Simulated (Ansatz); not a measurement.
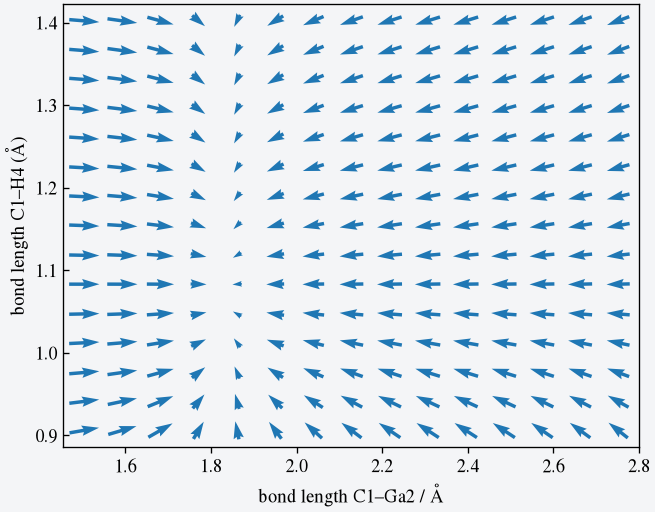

CH₃ClGa, SMILES [CH2-][GaH][Cl], charge −1. Coordinates scanned: (1) bond length C1–Ga2; (2) bond length C1–H4. Nothing is relaxed (all other coordinates rigid). The grid has 15 × 15 points. Points are written as (first, second). The reference is spin-restricted, which grows unreliable where a bond is stretched far. The calculation used RHF/def2-TZVPD (Ansatz).

In the figure: arrows along the force (downhill), their lengths compressed.

Q: The arrows alone are given. Where is the energy lowest?

A: The arrows converge at about (1.834 Å, 1.078 Å) (read from the interpolated surface).

The energy map of the same scan:

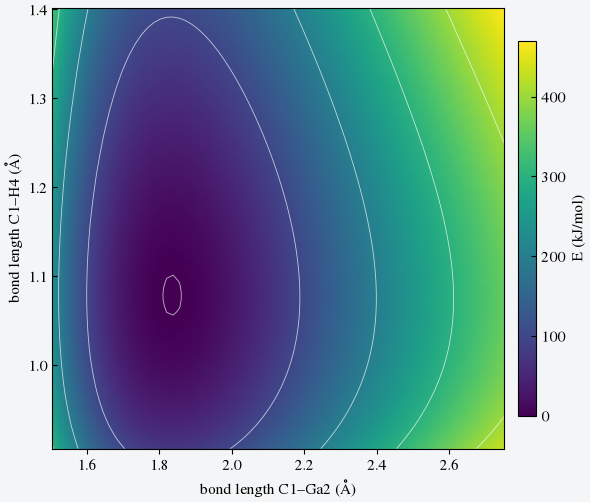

Energies are in kJ/mol, from the lowest grid point; between grid points the surface is interpolated.
